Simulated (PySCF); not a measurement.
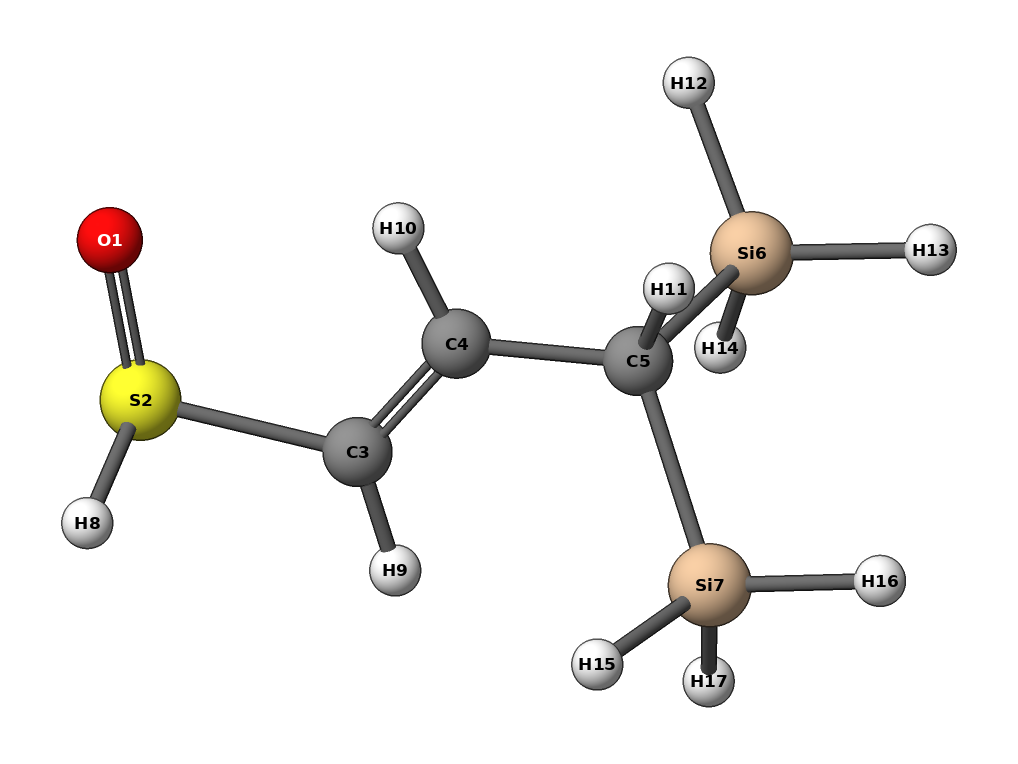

The questions are on isotropic NMR shieldings of the H atoms. The computed structure is the end point of a GFN2-xTB optimisation. No frequency run is at hand to confirm it as a minimum. Properties computed with GIAO PBE0/pcSseg-1 NMR shielding, non-relativistic, gas phase (PySCF 2.14.0).

List the isotropic NMR shieldings of the H atoms.

| atom | σ (ppm) |
| --- | --- |
| H8 | 21.52 |
| H9 | 25.83 |
| H10 | 24.53 |
| H11 | 30.06 |
| H12 | 27.59 |
| H13 | 27.54 |
| H14 | 28.04 |
| H15 | 27.61 |
| H16 | 27.61 |
| H17 | 27.56 |

The geometry is semi-empirical. Around Si such bond lengths and angles can be off by a tenth of an ångström or more and by several degrees, and values that hang on the shape move with them.
